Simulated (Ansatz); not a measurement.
**Ti (Im-3m, 1 atom in the cell): phonons and vibrational spectra**

Wanted: vibrations and spectra of Ti (Im-3m, 1 atom in the cell); the cell is already relaxed.

Calculated with Ansatz 0.2.0; DFT PBEsol, scalar-relativistic, plane waves, PAW.

This is not the structure that Ti takes at ambient pressure and room temperature (hexagonal, No. 194); it is a model or a phase of other conditions.

## (1) Starting point

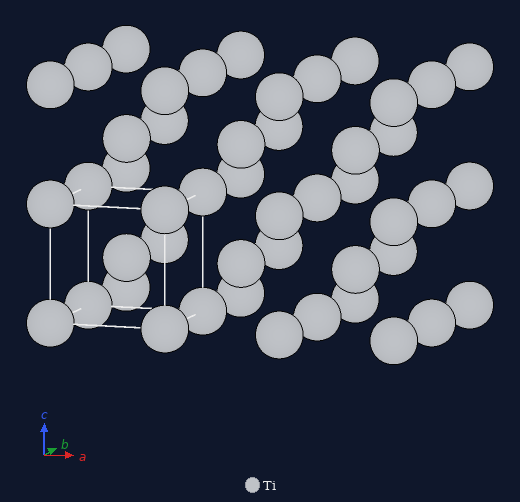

The cell as given, slightly off an axis (titanium light grey). 3×2×2 cells are drawn. This picture shows the conventional cell, with its axes. Some periodic images of atoms are drawn too.

## (2) Response at finite wavevector

The cell comes from relaxations at this level that are not shown. Stability and thermal properties need the whole zone. Linear response on a 4×4×4 q mesh gives force constants as far as a supercell of that size would.

Input file input.yaml:

```yaml
crystal:
  lattice:
    - [-1.6044454031, 1.6044454031, 1.6044454031]
    - [1.6044454031, -1.6044454031, 1.6044454031]
    - [1.6044454031, 1.6044454031, -1.6044454031]
  atoms:
    - { symbol: Ti, position: [0.0, 0.0, 0.0] }
kpoints:
  mp_grid: { grid: [20, 20, 20] }
hamiltonian:
  xc: pbesol
scf:
  occupations: { method: methfessel_paxton, width: 0.2 }
output:
  eigenvalues: true
phonons:
  method: dfpt
  qmesh: [4, 4, 4]
  temperatures: { t_max: 1000, t_step: 50 }
  qpath:
    path:
      - [[0.0, 0.0, 0.0], [0.5, -0.5, 0.5], [0.0, 0.0, 0.5], [0.0, 0.0, 0.0], [0.25, 0.25, 0.25], [0.5, -0.5, 0.5]]
      - [[0.25, 0.25, 0.25], [0.0, 0.0, 0.5]]
    npoints: 10
```

Launch:

```console
$ ansatz run input.yaml --threads 4 --pin off --max-ram 7168MiB --backend cpu --events-out ev --progress --plain --runs-dir out
```

Numbers of over 12 decimals in the logs are rounded to 6 here.

The log of the run:

```text
Engine: ansatz 0.2.0, aarch64-unknown-linux-gnu
Pseudopotentials: kind: paw
Pseudopotential: Ti, paw, valence charge 12, recommended cutoff 420 eV (normal), Ti.paw.azcp
Functional definition: PBEsol
  exchange = pbesol_x
  correlation = pbesol_c
Crystal: 1 atoms, lattice volume = 16.521 Å³
Basis set: ecut = 420 eV, 321 PW (Γ), exchange–correlation on 40×40×40 points (8 copies of the dense FFT grid, shifted against one another)
Bands: 10, of which v1, the nominal top of the filled ones, is band 6 counted from 1 (5 counted from 0)
Symmetry: 48 space group operations
k-points: 256 of 8000
Non-local potential: Ti, projectors of the file, l = 0: 3, l = 1: 2, l = 2: 3, l = 3: 1
PAW form: soft (Blöchl's): semilocal exchange-correlation on the pseudo side does not see the compensation charge
PAW frozen core: Ti, regenerated for the run's functional, and the local potential with it (the file was generated under x = pbe(κ = 0.804, μ = 0.219515), c = pbe(β = 0.066725))
PAW one-centre angular grid: Ti, 590 points (default); XC on 64 Gauss nodes
Initial density: superposition of atomic densities (neutral atoms: chi_scale 0, normalization atom), corrected by the library's trained network
Initial wavefunctions: pseudopotential atomic-orbital guess
Functional: x = pbesol(κ = 0.804, μ = 0.123457), c = pbesol(β = 0.046)
SCF iter   1: F=—  HF=-2473.793314 eV  |F-HF|=—  |Δ(HF+E_count)|=         —  Δρ=5.31e-3  dr2=2.72e-3  ethr=1.77e-3  ⟨swp⟩=4.4  Hψ=12710  notcnv=0
preconditioner: auto → none  [metal: Δε(μ)=0.005 eV  Ē_g=4.377 eV  σ=0.200 eV  W_gap=0.02  n_scr=0 (ndim 8)  ℏωp=18.3 eV  f_vac=0.000  D(μ)=2.14/eV (n_scr^D=42)]
SCF iter   2: F=—  HF=-2473.792275 eV  |F-HF|=—  |Δ(HF+E_count)|=   1.04e-3  S|Δr|=    0.00e0  Δρ=1.48e-3  dr2=3.09e-4  ethr=2.27e-5  ⟨swp⟩=2.3  Hψ=6182  notcnv=0
SCF iter   3: F=—  HF=-2473.792222 eV  |F-HF|=—  |Δ(HF+E_count)|=   5.27e-5  S|Δr|=    0.00e0  Δρ=8.08e-4  dr2=4.46e-5  ethr=2.58e-6  ⟨swp⟩=2.2  Hψ=3375  notcnv=0
SCF iter   4: F=—  HF=-2473.792223 eV  |F-HF|=—  |Δ(HF+E_count)|=   1.19e-6  S|Δr|=    0.00e0  Δρ=1.38e-4  dr2=1.34e-6  ethr=3.72e-7  ⟨swp⟩=1.0  Hψ=2560  notcnv=0
SCF iter   5: F=—  HF=-2473.792225 eV  |F-HF|=—  |Δ(HF+E_count)|=   2.06e-6  S|Δr|=    0.00e0  Δρ=9.79e-6  dr2=6.15e-9  ethr=1.12e-8  ⟨swp⟩=1.0  Hψ=2560  notcnv=0
SCF iter   6: F=—  HF=-2473.792225 eV  |F-HF|=—  |Δ(HF+E_count)|=  8.23e-10  S|Δr|=    0.00e0  Δρ=5.84e-7  dr2=2.01e-11  ethr=5.12e-11  ⟨swp⟩=1.8  Hψ=3739  notcnv=0
SCF iter   7: F=-2473.792225 eV  HF=-2473.792225 eV  |F-HF|=9.09e-13  |Δ(HF+E_count)|=  3.18e-12  S|Δr|=    0.00e0  Δρ=6.59e-8  dr2=6.17e-13  ethr=1.00e-12  ⟨swp⟩=4.5  Hψ=8674  notcnv=0
SCF 1 converged in 7 iterations: F = -2473.792225 eV  dr2 = 6.17e-13
  greatest PAW one-centre occupation: 0.999 electrons in one spin orbital (limit 2), on the Ti atom at site 0 (counted from 0), in its partial waves of l = 0
NSCF: frozen V_eff on 256 k-points
NSCF: frozen V_eff on 641 k-points
DFPT response loops at q = (0, 0, 0) (fractional): preconditioner auto → Kerker (q_TF=auto, 2.587 Å⁻¹) (partly filled bands, converged f_vac=0.000); β = 1.00, the filter's whole step (`scf.mixing.beta` (0.50) is not read by the response loops under this deck's `scf.mixing.preconditioner`; to damp them name `kerker` or `kerker_dos`, under which they read `scf.mixing.beta`, and type it under 1.00, their step now; both keys bind the ground state too); Broyden in place of MSR1
NSCF: frozen V_eff on 8400 k-points
DFPT response loops at q = (0, 0, 0.25) (fractional): mixed as the last ones told, above
NSCF: frozen V_eff on 4224 k-points
DFPT response loops at q = (0, 0, -0.5) (fractional): mixed as the last ones told, above
NSCF: frozen V_eff on 16000 k-points
DFPT response loops at q = (0, 0.25, 0.25) (fractional): mixed as the last ones told, above
NSCF: frozen V_eff on 2232 k-points
DFPT response loops at q = (0.25, 0.25, 0.25) (fractional): mixed as the last ones told, above
NSCF: frozen V_eff on 4420 k-points
DFPT response loops at q = (0.25, 0.25, -0.25) (fractional): mixed as the last ones told, above
NSCF: frozen V_eff on 8400 k-points
DFPT response loops at q = (0.25, -0.5, -0.5) (fractional): mixed as the last ones told, above
NSCF: frozen V_eff on 1282 k-points
DFPT response loops at q = (-0.5, -0.5, -0.5) (fractional): mixed as the last ones told, above
SCF converged after 7 iterations
Stability not checked: this state was not tested for a lower state beside it, because cold or Methfessel-Paxton smearing, or corrected tetrahedra, fill the levels in a way that the test cannot read (fill_not_monotonic; see scf.lower_state_search)
Free energy (F): -2473.792225 eV
Harris-Foulkes:  -2473.792225 eV  (|F-HF|=9.09e-13)
Internal energy: -2473.792982 eV  (E = F + TS)
E sigma→0 (E₀):  -2473.792414 eV
Entropy (-TS):   0.000756 eV (0.756 meV/atom)
Fermi energy:    13.787649 eV
--- Per-component energies (eV) ---
  E_band       = -146.735747
  E_kinetic    = 273.689018
  E_local      = -786.319213  (includes V_loc(G=0)·N_el)
  E_nonlocal   = 9.812614
  E_hartree    = 324.535664
  E_xc         = -96.992825
  E_vxc        = -121.899796  (∫ρ·V_xc dr)
  E_paw        = -1022.841993  (= ΣΔE_a)
  E_vpaw       = -171.089845  (= ΣTr[D̂ρ^β])
  E_aug_tail   = 0.000119  (compensation charges beyond the density's cutoff)
  E_ewald      = -1175.815749
  E_core_change = 0.139384  (= ΣΔE_core)
  E_smearing   = 0.000756  (= −TS)
  E_closure    = -0.000000  (closes the sum)
  Σ components = -2473.792225   (vs F -2473.792225, Δ=0.00e0)
--- Band table (eV; the first three rows and the last of 256) ---
  k-point 0: bands = ["-42.3649", "-18.2683", "-18.2683", "-18.2683", "7.7599", "14.8229", "14.8229", "14.8229", "16.7139", "16.7139"]
  k-point 1: bands = ["-42.3609", "-18.2890", "-18.2746", "-18.2684", "7.8499", "14.7800", "14.8118", "14.8901", "16.6619", "16.7163"]
  k-point 2: bands = ["-42.3492", "-18.3488", "-18.2927", "-18.2689", "8.1145", "14.6580", "14.7657", "15.0888", "16.5365", "16.7249"]
  k-point 255: bands = ["-42.0849", "-18.8172", "-18.8172", "-18.8172", "11.5067", "11.5067", "17.9962", "17.9962", "17.9962", "22.5424"]
--- Phonons (Γ-DFPT): 1 representative perturbation + reference (Σ response iterations 3) ---
  ASR residual: 2.659e-5 → 0.000e0 eV/Å²; symmetrization residual: 1.704e-12 eV/Å²
  ASR residual per site (eV/Å²): 2.66e-5
  Γ frequencies (cm⁻¹): 0.00 0.00 0.00
--- Phonons (arbitrary-q DFPT): 8 irreducible q on the 4×4×4 mesh ---
  q = [0.0000, 0.0000, 0.0000] (star 1, of the zone-centre solve; hermiticity 1.46e-8, symmetrization 5.68e-8): -0.00 -0.00 0.00
  q = [0.0000, 0.0000, 0.2500] (star 12, 2 solved perturbations in 6410 linear systems a pass and spin channel, the states on 4200 of 8000 k-point pairs; hermiticity 1.54e-13, symmetrization 4.82e-13): -80.72 91.85 164.29
  q = [0.0000, 0.0000, -0.5000] (star 6, 2 solved perturbations in 3278 linear systems a pass and spin channel, the states on 2112 of 8000 k-point pairs; hermiticity 4.91e-7, symmetrization 2.61e-7): -163.71 153.28 158.25
  q = [0.0000, 0.2500, 0.2500] (star 24, 2 solved perturbations in 12200 linear systems a pass and spin channel, the states on 8000 of 8000 k-point pairs; hermiticity 9.32e-7, symmetrization 2.51e-13): -103.48 75.99 189.46
  q = [0.2500, 0.2500, 0.2500] (star 2, 1 solved perturbation on 1116 of 8000 k-point pairs; hermiticity 5.14e-13, symmetrization 1.25e-12): -109.05 -109.05 -109.05
  q = [0.2500, 0.2500, -0.2500] (star 6, 2 solved perturbations in 3420 linear systems a pass and spin channel, the states on 2210 of 8000 k-point pairs; hermiticity 7.49e-14, symmetrization 9.75e-14): 127.12 152.43 152.43
  q = [0.2500, -0.5000, -0.5000] (star 12, 2 solved perturbations in 6410 linear systems a pass and spin channel, the states on 4200 of 8000 k-point pairs; hermiticity 6.87e-8, symmetrization 3.28e-8): 168.39 201.24 201.27
  q = [-0.5000, -0.5000, -0.5000] (star 1, 1 solved perturbation on 641 of 8000 k-point pairs; hermiticity 2.39e-8, symmetrization 1.19e-8): 224.20 224.20 224.20
  sum rule: each row above includes the acoustic sum rule's correction from the zone centre's row sums; it moved no ω² by more than (0.39 cm⁻¹)²
  mesh force constants: q→R imaginary residual 0.00e0; ASR residual 2.659e-5 → 0.000e0 eV/Å²; symmetrization residual 2.220e-15 eV/Å²
  interpolated dispersion: 62 rows × 3 modes
  density of states and harmonic sums: on the 28×28×28 q-mesh, interpolated from the force constants of a 4×4×4 supercell (no non-analytic term)
  largest difference from the sums on the solved wave vectors: F 2.09e-2 eV, S 2.66e-5 and C_V 5.70e-6 eV/K
  zero-point energy: 0.020796 eV/cell   skipped modes (ω ≤ 0): 452, of them read as no rigid motion or as one in doubt: 449 (7.316e-1 modes/cell left out, lowest -167.19 cm⁻¹)   left out of the sums: 2.44e-1 of the cell's modes: C_V's classical limit lies that fraction below 3 k_B per atom; for a crystal, a wire or a layer, F and S can be off by more, and a phonons.interpolated_qmesh denser along its periods is the remedy for the sampling
```

It took 1.9 min on 4 threads of Arm Neoverse V2, shared host; peak memory 3.5 GiB.

This step gave:

```yaml
volume_per_atom: 16.52 Å³
gap_on_the_k_mesh: 0 eV
sum_rule_residual_before_enforcement: 2.66e-5 eV/Å²
lowest_frequency_on_the_path: -167.1 cm⁻¹
highest_frequency_on_the_path_or_at_a_solved_wavevector: 224.2 cm⁻¹
lowest_mode_on_the_q_mesh_acoustic_modes_at_gamma_apart: -163.7 cm⁻¹
```

Frequencies (cm⁻¹) solved at each irreducible wavevector; negative means imaginary. Frequencies by wavevector, by row:

| q in reciprocal lattice units | star | mode 1 | mode 2 | mode 3 |
| --- | --- | --- | --- | --- |
| 0 0 0 | 1 | 0 | 0 | 0 |
| 0 0 0.25 | 12 | -80.7 | 91.8 | 164.3 |
| 0 0 -0.5 | 6 | -163.7 | 153.3 | 158.2 |
| 0 0.25 0.25 | 24 | -103.5 | 76 | 189.5 |
| 0.25 0.25 0.25 | 2 | -109 | -109 | -109 |
| 0.25 0.25 -0.25 | 6 | 127.1 | 152.4 | 152.4 |
| 0.25 -0.5 -0.5 | 12 | 168.4 | 201.2 | 201.3 |
| -0.5 -0.5 -0.5 | 1 | 224.2 | 224.2 | 224.2 |

Interpolated from a 4×4×4 q mesh. Phonon branches along the path, in cm⁻¹:

| point | branch 1 | branch 2 | branch 3 |
| --- | --- | --- | --- |
| Γ | 0 | 0 | 0 |
| H | 224 | 224 | 224 |
| N | -164 | 153 | 158 |
| Γ | 0 | 0 | 0 |
| P | -109 | -109 | -109 |
| H | 224 | 224 | 224 |
| jump to P | -109 | -109 | -109 |
| N | -164 | 153 | 158 |

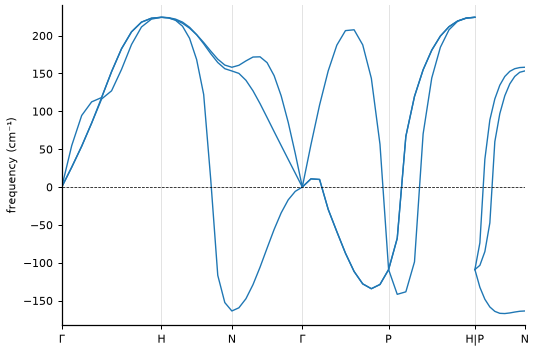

Phonon branches along the path.

Tetrahedra on a 28×28×28 mesh, mean over bins of 5 cm-1. Interpolated from a 4×4×4 q mesh. Table of phonon density of states by wavenumber; read off at these points:

| wavenumber (cm⁻¹) | phonon density of states (1/cm⁻¹/cell) |
| --- | --- |
| -160.0 | 0.00484 |
| -147.5 | 0.0082 |
| -140.0 | 0.00694 |
| -120.0 | 0.00539 |
| -100.0 | 0.00523 |
| -80.0 | 0.00469 |
| -60.0 | 0.00381 |
| -40.0 | 0.00281 |
| -20.0 | 0.00232 |
| 0.0 | 0.0023 |
| 20.0 | 0.00255 |
| 40.0 | 0.00349 |
| 60.0 | 0.00487 |
| 80.0 | 0.00630 |
| 100.0 | 0.00761 |
| 120.0 | 0.00933 |
| 140.0 | 0.0117 |
| 160.0 | 0.0167 |
| 180.0 | 0.0258 |
| 187.5 | 0.0267 |
| 200.0 | 0.0167 |
| 220.0 | 0.00664 |

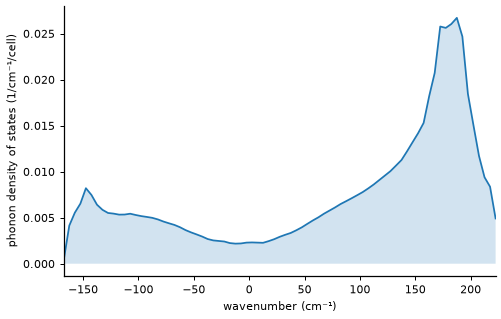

Phonon density of states against wavenumber.

Second derivatives of the energy by pair, one row for each kind of neighbour of each atom listed. Each entry sums the pair over the periodic images of the supercell that the q mesh stands for, and in a polar crystal it holds the long-range dipole part too. Force constants by pair, by row:

| atom | neighbour | distance (Å) | third of the trace (eV/Å²) | along the pair's line (eV/Å²) |
| --- | --- | --- | --- | --- |
| Ti1 | itself | 0 | 2.739 | – |
| Ti1 | Ti | 2.779 | -0.5808 | -1.797 |
| Ti1 | Ti | 3.209 | 0.5586 | 0.9485 |
| Ti1 | Ti | 4.538 | -0.0819 | -0.4267 |
| Ti1 | Ti | 5.321 | 0.0093 | -0.0011 |
| Ti1 | Ti | 5.558 | -0.0213 | 0.0718 |
| Ti1 | Ti | 6.418 | -0.1973 | -0.3905 |
| Ti1 | Ti | 7.175 | -0.0014 | -0.0157 |

Symmetry leaves 8 wavevectors to solve. The lowest mode among them, the acoustic zeros apart, lies at q = (0, 0, -0.5) and is imaginary, 163.7i cm⁻¹, so the energy falls along it. Between them the interpolated path dips to 167i cm⁻¹.

## (3) Isotope substitution

An isotope changes the mass and not the force constants, so no new electronic calculation is needed; the shifts show which modes move this element.

The same force constants with the mass of Ti changed from 47.867 to 49.945 u (phonopy, no LO-TO term). Both lists are sorted by frequency. Modes under 3 cm⁻¹ are left out. Isotope shifts, by row:

| q | rank | natural mass (cm⁻¹) | changed mass (cm⁻¹) |
| --- | --- | --- | --- |
| 0 0 0.25 | 1 | -80.72 | -79.02 |
| 0 0 0.25 | 2 | 91.85 | 89.92 |
| 0 0 0.25 | 3 | 164.3 | 160.8 |
| 0 0 -0.5 | 1 | -163.7 | -160.3 |
| 0 0 -0.5 | 2 | 153.3 | 150.1 |
| 0 0 -0.5 | 3 | 158.2 | 154.9 |
| 0 0.25 0.25 | 1 | -103.5 | -101.3 |
| 0 0.25 0.25 | 2 | 75.99 | 74.39 |
| 0 0.25 0.25 | 3 | 189.5 | 185.5 |

With one element every mode shifts by -2.10 %.

## (4) What came out

```yaml
space_group_within_0p01_a: Im-3m
volume_per_atom: 16.5 Å³
electronic_character: no gap on this mesh
lowest_mode_on_the_q_mesh_acoustic_modes_at_gamma_apart: -164 cm⁻¹
highest_frequency_on_the_path_or_at_a_solved_wavevector: 224 cm⁻¹
imaginary_modes_on_the_4x4x4_q_mesh: yes
```

What this shows: Modes are clearly imaginary (beyond 10i cm⁻¹) at 4 of the 8 irreducible wavevectors, most at q = (0, 0, -0.5) (163.7i cm⁻¹), so this structure is not a minimum of the energy. With no gap, or one that is small against the smearing, the frequencies hang on the k mesh and the smearing, most of all near Kohn anomalies. These are harmonic frequencies at zero temperature: anharmonic shifts, linewidths and thermal expansion are left out.

[Logs are printed without paths, hosts, clocks, repeated set-up lines and the standing remarks that a program may print on its own settings, such as how far it seeks lower states.]

[Hosts, paths, dates, database ids (printed as entryN), source tags and the programs' standing remarks are cut or masked in the printed files.]
